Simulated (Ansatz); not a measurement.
# A hypothetical structure for ZnMo

Starting from a made-up structure for ZnMo, the aim is the relaxed cell, its shortest contacts and, where a second run follows, its electronic structure.

Main program and level: Ansatz 0.2.0; DFT, PBE, plane-wave PAW, files of the set soft_1, scalar-relativistic, no spin, cell and ions relaxed at zero pressure; PAW set soft_1.

**1. Starting point**

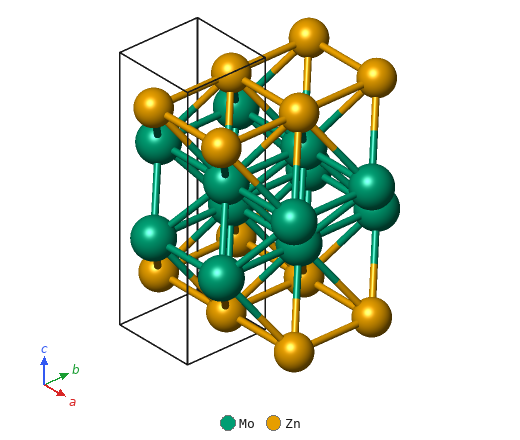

The starting structure, seen from a free direction (molybdenum teal, zinc orange). 2×2×1 cells are drawn. Some periodic images of atoms are drawn too.

**2. Relaxing cell and atoms**

The guessed cell has no reason to be at equilibrium. It is relaxed with the atoms, within the space group of the guess.

The input, input.yaml:

```yaml
crystal:
  lattice:
    - [2.725, 0.0, 0.0]
    - [0.0, 2.725, 0.0]
    - [0.0, 0.0, 8.404]
  atoms:
    - { symbol: Mo, position: [0.5, 0.0, 0.3918] }
    - { symbol: Mo, position: [0.0, 0.5, 0.6082] }
    - { symbol: Zn, position: [0.5, 0.0, 0.8703] }
    - { symbol: Zn, position: [0.0, 0.5, 0.1297] }
kpoints:
  mp_grid: { grid: [10, 10, 3] }
scf:
  occupations: { method: fermi_dirac, width: 0.05 }
hamiltonian:
  xc: pbe
  pseudopotentials: { kind: paw, azcp: { folder: soft_1 } }
relax:
  f_tol: 0.015
  max_steps: 70
  cell: {}
output:
  forces: true
  stress: true
```

Command:

```sh
$ ansatz run input.yaml --threads 4 --pin off --max-ram 8192MiB --backend cpu --events-out ev --progress --plain --runs-dir out
```

Numbers of over 12 decimals in the logs are rounded to 6 here.

The program printed:

```text
Engine: ansatz 0.2.0, x86_64-unknown-linux-gnu
Pseudopotentials: kind: paw
Pseudopotential: Mo, paw, valence charge 14, recommended cutoff 420 eV (normal), soft_1/Mo.paw.azcp
Pseudopotential: Zn, paw, valence charge 12, recommended cutoff 420 eV (normal), soft_1/Zn.paw.azcp
Functional definition: PBE
  parameter kappa = 0.804
  parameter beta = 0.066725
  exchange = pbe_x(kappa = kappa, mu = beta*pi^2/3)
  correlation = pbe_c(beta = beta)
Crystal: 4 atoms, lattice volume = 62.405 Å³
Basis set: ecut = 420 eV, 1249 PW (Γ), exchange–correlation on 40×40×120 points (8 copies of the dense FFT grid, shifted against one another)
Bands: 32, of which v1, the nominal top of the filled ones, is band 26 counted from 1 (25 counted from 0)
Symmetry: 16 space group operations
Space group: P4/nmm (ITA 129), of the structure as read, at distance tolerance 4.0e-5 Å
k-points: 42 of 300
Non-local potential: Mo, projectors of the file, l = 0: 3, l = 1: 2, l = 2: 2, l = 3: 1
Non-local potential: Zn, projectors of the file, l = 0: 2, l = 1: 2, l = 2: 3, l = 3: 1
PAW form: soft (Blöchl's): semilocal exchange-correlation on the pseudo side does not see the compensation charge
PAW one-centre angular grid: Mo, 590 points (default); XC on 64 Gauss nodes
PAW one-centre angular grid: Zn, 590 points (default); XC on 64 Gauss nodes
Initial density: superposition of atomic densities (chi_scale 0.1, normalization cell, long waves 3 % of neutral atoms (reshape's long-wave potential 1.03 eV rms, cloud 2.76 Å wide))
Initial wavefunctions: pseudopotential atomic-orbital guess
Functional: x = pbe(κ = 0.804, μ = 0.219515), c = pbe(β = 0.066725)
SCF iter   1: F=—  HF=-16553.740556 eV  |F-HF|=—  |Δ(HF+E_count)|=         —  Δρ=1.28e-1  dr2=4.98e1  ethr=3.10e-3  ⟨swp⟩=5.5  Hψ=5674  notcnv=0
preconditioner: auto → Kerker (q_TF=auto, 2.647 Å⁻¹)  [metal: Δε(μ)=0.106 eV  Ē_g=9.360 eV  σ=0.050 eV  W_gap=0.41  n_scr=18 (ndim 8)  ℏωp=28.2 eV  f_vac=0.000  D(μ)=2.97/eV (n_scr^D=26)]
SCF iter   2: F=—  HF=-16550.351135 eV  |F-HF|=—  |Δ(HF+E_count)|=    3.39e0  Δρ=7.11e-2  dr2=1.82e1  ethr=3.10e-3  ⟨swp⟩=2.4  Hψ=2906  notcnv=0  defer=8
SCF iter   3: F=—  HF=-16548.869475 eV  |F-HF|=—  |Δ(HF+E_count)|=    1.48e0  Δρ=2.56e-2  dr2=3.98e-1  ethr=3.10e-3  ⟨swp⟩=2.7  Hψ=3017  notcnv=0  defer=11
SCF iter   4: F=—  HF=-16548.697971 eV  |F-HF|=—  |Δ(HF+E_count)|=   1.72e-1  Δρ=1.49e-2  dr2=9.11e-2  ethr=7.65e-4  ⟨swp⟩=2.1  Hψ=2639  notcnv=0  defer=17
SCF iter   5: F=—  HF=-16548.680542 eV  |F-HF|=—  |Δ(HF+E_count)|=   1.74e-2  Δρ=2.72e-3  dr2=2.84e-2  ethr=1.75e-4  ⟨swp⟩=2.0  Hψ=2489  notcnv=0  defer=19
SCF iter   6: F=—  HF=-16548.677811 eV  |F-HF|=—  |Δ(HF+E_count)|=   2.73e-3  Δρ=7.51e-4  dr2=2.03e-3  ethr=5.46e-5  ⟨swp⟩=1.2  Hψ=1361  notcnv=0  defer=19
SCF iter   7: F=—  HF=-16548.677648 eV  |F-HF|=—  |Δ(HF+E_count)|=   1.63e-4  Δρ=3.44e-4  dr2=2.67e-4  ethr=3.91e-6  ⟨swp⟩=1.3  Hψ=1398  notcnv=0  defer=19
SCF iter   8: F=—  HF=-16548.677624 eV  |F-HF|=—  |Δ(HF+E_count)|=   2.38e-5  Δρ=8.62e-5  dr2=2.23e-6  ethr=5.13e-7  ⟨swp⟩=1.6  Hψ=1397  notcnv=0  defer=19
SCF iter   9: F=—  HF=-16548.677607 eV  |F-HF|=—  |Δ(HF+E_count)|=   1.74e-5  Δρ=3.33e-5  dr2=1.26e-6  ethr=4.28e-9  ⟨swp⟩=2.0  Hψ=2007  notcnv=0  defer=19
SCF iter  10: F=-16548.677606 eV  HF=-16548.677606 eV  |F-HF|=2.03e-8  |Δ(HF+E_count)|=   1.22e-7  Δρ=4.14e-6  dr2=2.70e-8  ethr=1.92e-10  ⟨swp⟩=3.4  Hψ=4828  notcnv=0
SCF 1 converged in 10 iterations: F = -16548.677606 eV  dr2 = 2.70e-8
  greatest PAW one-centre occupation: 0.999 electrons in one spin orbital (limit 2), on the Mo atom at site 1 (counted from 0), in its partial waves of l = 0
relax step   1: F+E_penalty+E_count = -16548.67760637 eV  Δ(F+E_penalty+E_count) = +0.000e0 eV  max|allowed force component| = 3.066e0 eV/Å  Δτ_max = 0.0000 Å  P = +5.987 GPa  Ω = 62.405 Å³  (10 SCF iters, dr2 threshold 1.00e-7 eV, accepted)
Crystal: 4 atoms, lattice volume = 62.716 Å³
Basis set: ecut = 420 eV, 1271 PW (Γ), exchange–correlation on 40×40×120 points (8 copies of the dense FFT grid, shifted against one another)
Initial density: handed on by an earlier stage of this run
Initial wavefunctions: those handed on with the density
iter 1 solved again at ethr=1.33e-3 eV; its pass at ethr=3.10e-3 eV (dr2=6.90e-1 eV) is discarded
SCF iter   1: F=—  HF=-16549.470729 eV  |F-HF|=—  |Δ(HF+E_count)|=         —  Δρ=2.65e-2  dr2=6.91e-1  ethr=1.33e-3  ⟨swp⟩=1.0  Hψ=7002  notcnv=0
preconditioner: auto → Kerker (q_TF=auto, 2.644 Å⁻¹)  [metal: Δε(μ)=0.115 eV  Ē_g=7.471 eV  σ=0.050 eV  W_gap=0.43  n_scr=18 (ndim 8)  ℏωp=28.1 eV  f_vac=0.000  D(μ)=2.28/eV (n_scr^D=18)]
SCF iter   2: F=—  HF=-16549.424523 eV  |F-HF|=—  |Δ(HF+E_count)|=   4.62e-2  Δρ=1.53e-2  dr2=2.61e-1  ethr=1.33e-3  ⟨swp⟩=2.0  Hψ=1525  notcnv=0
SCF iter   3: F=—  HF=-16549.398798 eV  |F-HF|=—  |Δ(HF+E_count)|=   2.57e-2  Δρ=2.14e-3  dr2=4.89e-3  ethr=5.02e-4  ⟨swp⟩=2.0  Hψ=1726  notcnv=0
SCF iter   4: F=—  HF=-16549.398390 eV  |F-HF|=—  |Δ(HF+E_count)|=   4.08e-4  Δρ=1.09e-3  dr2=6.88e-4  ethr=9.40e-6  ⟨swp⟩=2.0  Hψ=2411  notcnv=0
SCF iter   5: F=—  HF=-16549.398119 eV  |F-HF|=—  |Δ(HF+E_count)|=   2.71e-4  Δρ=5.71e-4  dr2=1.08e-4  ethr=1.32e-6  ⟨swp⟩=2.0  Hψ=2022  notcnv=0
SCF iter   6: F=—  HF=-16549.398077 eV  |F-HF|=—  |Δ(HF+E_count)|=   4.22e-5  Δρ=1.10e-4  dr2=5.24e-6  ethr=2.07e-7  ⟨swp⟩=2.0  Hψ=1786  notcnv=0
SCF iter   7: F=—  HF=-16549.398077 eV  |F-HF|=—  |Δ(HF+E_count)|=   3.78e-7  Δρ=2.59e-5  dr2=4.54e-7  ethr=1.01e-8  ⟨swp⟩=2.0  Hψ=2086  notcnv=0
SCF iter   8: F=-16549.398077 eV  HF=-16549.398077 eV  |F-HF|=1.74e-8  |Δ(HF+E_count)|=   1.93e-8  Δρ=5.45e-6  dr2=2.75e-8  ethr=7.69e-10  ⟨swp⟩=4.0  Hψ=4188  notcnv=0
SCF 2 converged in 8 iterations: F = -16549.398077 eV  dr2 = 2.75e-8
relax step   2: F+E_penalty+E_count = -16549.39807664 eV  Δ(F+E_penalty+E_count) = -7.205e-1 eV  max|allowed force component| = 5.073e-1 eV/Å  Δτ_max = 0.1987 Å  P = -4.646 GPa  Ω = 62.716 Å³  energy of the carried Pulay correction = -1.616e-4 eV  (8 SCF iters, dr2 threshold 4.00e-7 eV, accepted)
Crystal: 4 atoms, lattice volume = 61.025 Å³
Basis set: ecut = 420 eV, 1199 PW (Γ), exchange–correlation on 40×40×120 points (8 copies of the dense FFT grid, shifted against one another)
iter 1 solved again at ethr=2.83e-4 eV; its pass at ethr=3.10e-3 eV (dr2=1.47e-1 eV) is discarded
SCF iter   1: F=—  HF=-16549.506658 eV  |F-HF|=—  |Δ(HF+E_count)|=         —  Δρ=9.24e-3  dr2=1.47e-1  ethr=2.83e-4  ⟨swp⟩=1.0  Hψ=6767  notcnv=0
preconditioner: auto → Kerker (q_TF=auto, 2.656 Å⁻¹)  [metal: Δε(μ)=0.044 eV  Ē_g=7.493 eV  σ=0.050 eV  W_gap=0.21  n_scr=18 (ndim 8)  ℏωp=28.5 eV  f_vac=0.000  D(μ)=2.03/eV (n_scr^D=18)]
SCF iter   2: F=—  HF=-16549.498065 eV  |F-HF|=—  |Δ(HF+E_count)|=   8.59e-3  Δρ=5.56e-3  dr2=6.99e-2  ethr=2.82e-4  ⟨swp⟩=1.1  Hψ=1358  notcnv=0
SCF iter   3: F=—  HF=-16549.491673 eV  |F-HF|=—  |Δ(HF+E_count)|=   6.39e-3  Δρ=1.64e-3  dr2=2.29e-3  ethr=1.34e-4  ⟨swp⟩=2.0  Hψ=1630  notcnv=0
SCF iter   4: F=—  HF=-16549.491412 eV  |F-HF|=—  |Δ(HF+E_count)|=   2.61e-4  Δρ=9.43e-4  dr2=8.26e-4  ethr=4.41e-6  ⟨swp⟩=2.0  Hψ=2118  notcnv=0
SCF iter   5: F=—  HF=-16549.491185 eV  |F-HF|=—  |Δ(HF+E_count)|=   2.27e-4  Δρ=2.93e-4  dr2=3.95e-5  ethr=1.59e-6  ⟨swp⟩=2.0  Hψ=2069  notcnv=0
SCF iter   6: F=—  HF=-16549.491169 eV  |F-HF|=—  |Δ(HF+E_count)|=   1.59e-5  Δρ=4.31e-5  dr2=1.87e-6  ethr=7.59e-8  ⟨swp⟩=2.5  Hψ=2179  notcnv=0
SCF iter   7: F=—  HF=-16549.491169 eV  |F-HF|=—  |Δ(HF+E_count)|=   3.47e-8  Δρ=2.69e-5  dr2=4.79e-7  ethr=7.69e-10  ⟨swp⟩=4.3  Hψ=4507  notcnv=0
SCF iter   8: F=-16549.491169 eV  HF=-16549.491169 eV  |F-HF|=5.40e-9  |Δ(HF+E_count)|=   5.00e-8  Δρ=4.15e-6  dr2=6.28e-9  ethr=7.69e-10  ⟨swp⟩=4.0  Hψ=4434  notcnv=0
SCF 3 converged in 8 iterations: F = -16549.491169 eV  dr2 = 6.28e-9
relax step   3: F+E_penalty+E_count = -16549.49116880 eV  Δ(F+E_penalty+E_count) = -9.309e-2 eV  max|allowed force component| = 5.926e-1 eV/Å  Δτ_max = 0.0685 Å  P = -2.129 GPa  Ω = 61.025 Å³  energy of the carried Pulay correction = +7.339e-4 eV  (8 SCF iters, dr2 threshold 4.00e-7 eV, accepted)
[...]
relax step   4: F+E_penalty+E_count = -16549.53641312 eV  Δ(F+E_penalty+E_count) = -4.524e-2 eV  max|allowed force component| = 2.648e-1 eV/Å  Δτ_max = 0.0500 Å  P = -0.449 GPa  Ω = 60.114 Å³  energy of the carried Pulay correction = +1.234e-3 eV  (7 SCF iters, dr2 threshold 4.00e-7 eV, accepted)
[...]
relax step   5: F+E_penalty+E_count = -16549.54774340 eV  Δ(F+E_penalty+E_count) = -1.133e-2 eV  max|allowed force component| = 1.180e-1 eV/Å  Δτ_max = 0.0138 Å  P = +0.518 GPa  Ω = 59.902 Å³  energy of the carried Pulay correction = +1.352e-3 eV  (6 SCF iters, dr2 threshold 4.00e-7 eV, accepted)
[...]
relax step   6: F+E_penalty+E_count = -16549.55908122 eV  Δ(F+E_penalty+E_count) = -1.134e-2 eV  max|allowed force component| = 2.800e-2 eV/Å  Δτ_max = 0.0252 Å  P = +0.304 GPa  Ω = 60.273 Å³  energy of the carried Pulay correction = +1.146e-3 eV  (6 SCF iters, dr2 threshold 4.00e-7 eV, accepted)
[...]
relax step   7: F+E_penalty+E_count = -16549.55940458 eV  Δ(F+E_penalty+E_count) = -3.234e-4 eV  max|allowed force component| = 1.524e-2 eV/Å  Δτ_max = 0.0050 Å  P = -0.054 GPa  Ω = 60.437 Å³  energy of the carried Pulay correction = +1.056e-3 eV  (6 SCF iters, dr2 threshold 4.00e-7 eV, accepted)
[...]
relax step   8: F+E_penalty+E_count = -16549.55945368 eV  Δ(F+E_penalty+E_count) = -4.910e-5 eV  max|allowed force component| = 1.443e-3 eV/Å  Δτ_max = 0.0007 Å  P = +0.004 GPa  Ω = 60.416 Å³  energy of the carried Pulay correction = +1.067e-3 eV  (6 SCF iters, dr2 threshold 3.52e-8 eV, accepted)
Basis set: ecut = 420 eV, 1209 PW (Γ), exchange–correlation on 36×36×120 points (8 copies of the dense FFT grid, shifted against one another)
Initial wavefunctions: pseudopotential atomic-orbital guess (no wavefunctions were taken with the density)
iter 1 solved again at ethr=4.64e-7 eV; its pass at ethr=3.10e-3 eV (dr2=2.41e-4 eV) is discarded
SCF iter   1: F=—  HF=-16549.558108 eV  |F-HF|=—  |Δ(HF+E_count)|=         —  Δρ=2.58e-4  dr2=4.10e-6  ethr=4.64e-7  ⟨swp⟩=3.0  Hψ=8985  notcnv=0
preconditioner: auto → Kerker (q_TF=auto, 2.661 Å⁻¹)  [metal: Δε(μ)=0.076 eV  Ē_g=7.516 eV  σ=0.050 eV  W_gap=0.36  n_scr=18 (ndim 8)  ℏωp=28.7 eV  f_vac=0.000  D(μ)=1.47/eV (n_scr^D=4)]
SCF iter   2: F=—  HF=-16549.558233 eV  |F-HF|=—  |Δ(HF+E_count)|=   1.25e-4  Δρ=1.90e-4  dr2=6.94e-6  ethr=7.88e-9  ⟨swp⟩=2.0  Hψ=2049  notcnv=0
SCF iter   3: F=—  HF=-16549.558248 eV  |F-HF|=—  |Δ(HF+E_count)|=   1.47e-5  Δρ=3.89e-5  dr2=2.54e-7  ethr=7.88e-9  ⟨swp⟩=2.0  Hψ=1811  notcnv=0
SCF iter   4: F=—  HF=-16549.558248 eV  |F-HF|=—  |Δ(HF+E_count)|=   6.16e-7  Δρ=7.24e-6  dr2=1.77e-8  ethr=4.89e-10  ⟨swp⟩=2.0  Hψ=2083  notcnv=0
SCF iter   5: F=—  HF=-16549.558248 eV  |F-HF|=—  |Δ(HF+E_count)|=   6.82e-8  Δρ=2.32e-6  dr2=9.19e-10  ethr=3.40e-11  ⟨swp⟩=2.0  Hψ=2091  notcnv=0
SCF iter   6: F=-16549.558248 eV  HF=-16549.558248 eV  |F-HF|=1.46e-11  |Δ(HF+E_count)|=   2.13e-9  Δρ=2.12e-7  dr2=1.76e-11  ethr=1.00e-12  ⟨swp⟩=3.7  Hψ=5979  notcnv=0
SCF 9 converged in 6 iterations: F = -16549.558248 eV  dr2 = 1.76e-11
relax step   9: F+E_penalty+E_count = -16549.55824841 eV  Δ(F+E_penalty+E_count) = +1.205e-3 eV  max|allowed force component| = 1.497e-3 eV/Å  Δτ_max = 0.0000 Å  P = +0.003 GPa  Ω = 60.416 Å³  stress off target by 1.29e-2 GPa  SCF on the basis re-selected at this cell (its energy is not comparable with the rows above)  (6 SCF iters)
basis re-selected at this cell: Δ(F+E_penalty+E_count) = +1.205e-3 eV, ΔP = -0.001 GPa vs the last step (what re-selecting the basis moved, of the pressure what is left beyond the Pulay correction that the steps carried, after the strain that the cell walked since its last selection, with what the two solves' SCF thresholds leave and, on support functions, any second-order correction that the steps lacked; it is no measure of the basis error at this ecutwfc). The dense FFT grid was sized anew with the basis: this SCF ran on 18×18×60 points, the steps before it on 20×20×60, so part of this shift can come from that change (see relax.cell in the input reference). [rest of the remark cut]
SCF converged after 6 iterations
Free energy (F): -16549.558248 eV
Harris-Foulkes:  -16549.558248 eV  (|F-HF|=1.46e-11)
Internal energy: -16549.545338 eV  (E = F + TS)
E sigma→0 (E₀):  -16549.551793 eV
Entropy (-TS):   -0.012911 eV (-3.228 meV/atom)
Fermi energy:    16.506095 eV
--- Per-component energies (eV) ---
  E_band       = -9.959778
  E_kinetic    = 1139.826897
  E_local      = -5012.530525  (includes V_loc(G=0)·N_el)
  E_nonlocal   = 1930.371697
  E_hartree    = 1813.827470
  E_xc         = -510.023034
  E_vxc        = -542.479355  (∫ρ·V_xc dr)
  E_paw        = -10214.978350  (= ΣΔE_a)
  E_vpaw       = -1152.802904  (= ΣTr[D̂ρ^β])
  E_aug_tail   = -0.000406  (compensation charges beyond the density's cutoff)
  E_ewald      = -5696.039086
  E_smearing   = -0.012911  (= −TS)
  E_closure    = -0.000000  (closes the sum)
  Σ components = -16549.558248   (vs F -16549.558248, Δ=0.00e0)
--- Forces (eV/Å), atoms counted from 1 ---
  atom   1  Mo     0.00000000     0.00000000     0.00080964
  atom   2  Mo     0.00000000     0.00000000    -0.00080964
  atom   3  Zn     0.00000000     0.00000000     0.00149658
  atom   4  Zn     0.00000000     0.00000000    -0.00149658
  max |Σ_I F_I| component: 0.00e0 eV/Å
--- Stress (GPa, compression-positive) ---
        0.010608       0.000000       0.000000
        0.000000       0.010608       0.000000
        0.000000       0.000000      -0.012868
  P = ⅓ Tr σ = 0.0028 GPa (0.028 kbar)
--- Relaxed structure (8 steps of the walk, 8 accepted, 1 SCFs on fresh bases) ---
  F+E_penalty+E_count = -16549.55824841 eV   max|allowed force component| = 1.497e-3 eV/Å   (the final SCF, on the basis selected at the relaxed cell)
  cell:  # Å, volume = 60.4158 Å³
    - [2.647631, 0, 0.0]
    - [0, 2.647631, 0.0]
    - [0.0, 0.0, 8.618577]
  atoms:
    - { symbol: Mo, position: [0.5, 0, 0.364564] }
    - { symbol: Mo, position: [0, 0.5, 0.635436] }
    - { symbol: Zn, position: [0.5, 0, 0.880614] }
    - { symbol: Zn, position: [0, 0.5, 0.119386] }
```

Elapsed: 9.7 s, on 4 threads of AMD EPYC 7B13 (Zen 3), shared host; peak memory 0.48 GiB; 31 s of CPU time.

Relaxation path:

| step | energy less that of the first step (eV) | largest force component (eV/Å) | pressure (GPa) | volume (Å³) |
| --- | --- | --- | --- | --- |
| 1 | 0.0000 | 3.0658 | 5.99 | 62.40 |
| 2 | -0.7205 | 0.5073 | -4.65 | 62.72 |
| 3 | -0.8136 | 0.5926 | -2.13 | 61.03 |
| 4 | -0.8588 | 0.2648 | -0.45 | 60.11 |
| 5 | -0.8701 | 0.1180 | 0.52 | 59.90 |
| 6 | -0.8815 | 0.0280 | 0.30 | 60.27 |
| 7 | -0.8818 | 0.0152 | -0.05 | 60.44 |
| 8 | -0.8818 | 0.0014 | 0.00 | 60.42 |
| 9* | -0.8806 | 0.0015 | 0.00 | 60.42 |

Relaxation steps marked * repeat the geometry before them on a plane-wave basis chosen anew for their cell, so energy and pressure can jump there.

The run keeps the 16 symmetry operations that it works with, so distortions that break them were not tested.

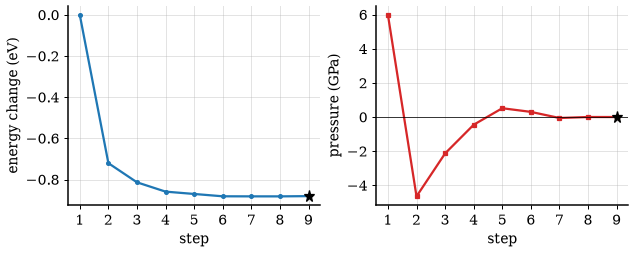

Energy and pressure along the relaxation. Stars mark steps on a basis chosen anew.

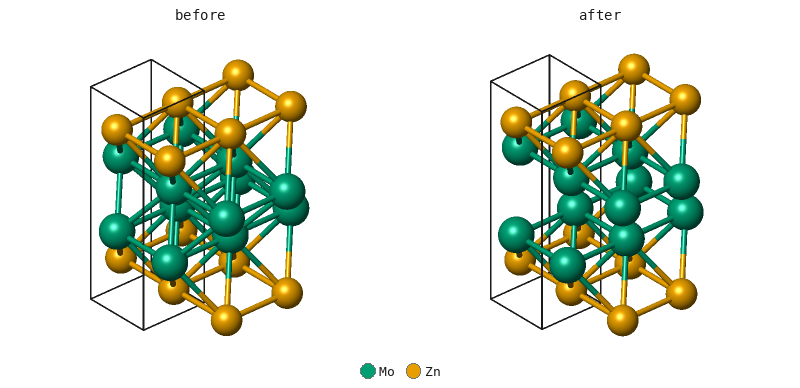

Before and after, at one scale.

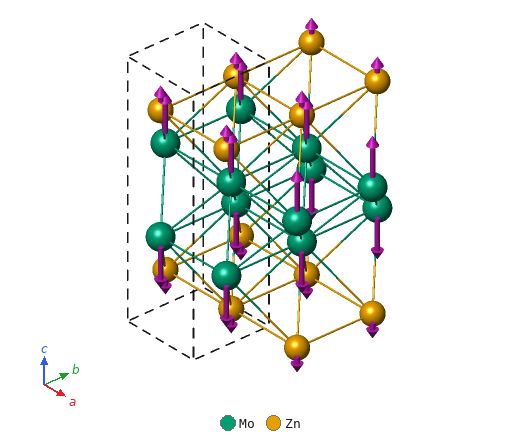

Displacements in the relaxation, exaggerated, measured against the changing cell; the longest in the cell stands for 0.23 Å. 2×2×1 cells are drawn. Some periodic images of atoms are drawn too.

| conventional cell, symmetrised | before | after | change |
| --- | --- | --- | --- |
| a (Å) | 2.725 | 2.648 | -2.8 % |
| b (Å) | 2.725 | 2.648 | -2.8 % |
| c (Å) | 8.404 | 8.619 | +2.6 % |
| volume (Å³/atom) | 15.60 | 15.10 | -3.2 % |

The atoms that moved most (Å, as changes of fractional coordinates times the final cell):

| atom | dx | dy | dz | length |
| --- | --- | --- | --- | --- |
| Mo1 | 0.000 | 0.000 | -0.235 | 0.235 |
| Mo2 | 0.000 | 0.000 | 0.235 | 0.235 |
| Zn3 | 0.000 | 0.000 | 0.089 | 0.089 |
| Zn4 | 0.000 | 0.000 | -0.089 | 0.089 |

The relaxed structure:

```cif
data_structure
_symmetry_space_group_name_H-M 'P 1'
_symmetry_Int_Tables_number 1
_cell_length_a 2.6476
_cell_length_b 2.6476
_cell_length_c 8.6186
_cell_angle_alpha 90.000
_cell_angle_beta 90.000
_cell_angle_gamma 90.000
_cell_volume 60.42
loop_
_atom_site_label
_atom_site_type_symbol
_atom_site_fract_x
_atom_site_fract_y
_atom_site_fract_z
_atom_site_occupancy
Mo1 Mo 0.50000 0.00000 0.36456 1
Mo2 Mo 0.00000 0.50000 0.63544 1
Zn3 Zn 0.50000 0.00000 0.88061 1
Zn4 Zn 0.00000 0.50000 0.11939 1
```

Numbers from this step:

| Quantity | Value |
| --- | --- |
| free energy | -16549.5582 eV |
| energy at zero smearing | -16549.5518 eV |
| smearing term TS | 0.01291 eV |
| Fermi energy | 16.51 eV |
| electrons | 52 |
| symmetry operations | 16 |
| pressure | 0.002783 GPa |

The shortest distance of each pair, which need not be the same contact before and after:

| pair | guess (Å) | relaxed (Å) |
| --- | --- | --- |
| Mo–Mo | 2.650 | 2.648 |
| Zn–Zn | 2.725 | 2.648 |
| Mo–Zn | 2.927 | 2.823 |

The relaxation ends with a largest force component of 0.0015 eV/Å and a pressure of 0.00 GPa.

**3. Results**

```yaml
space_group_relaxed: P4/nmm
conventional_cell: a = 2.648, b = 2.648, c = 8.619 Å; α = 90.0°, β = 90.0°, γ = 90.0°
volume_per_atom: 15.10 Å³ (guess 15.60)
```

In words: ZnMo relaxes to P4/nmm with a = 2.648, b = 2.648 and c = 8.619 Å. The guessed volume was 3 % too large. The space group P4/nmm was held in the relaxation, so the end point is a stationary structure within it and may be a saddle against distortions or other arrangements. Mesh and cutoff weren't tested. No dispersion term is used, so weakly bound directions may come out too long. The runs have no spin, and magnetism wasn't tested. Nothing here tests whether the compound is stable against decomposition.

[Logs are printed without paths, hosts, clocks, repeated set-up lines and the standing remarks that a program may print on its own settings, such as how far it seeks lower states.]

[Hosts, paths, dates, database ids (printed as entryN), source tags and the programs' standing remarks are cut or masked in the printed files.]
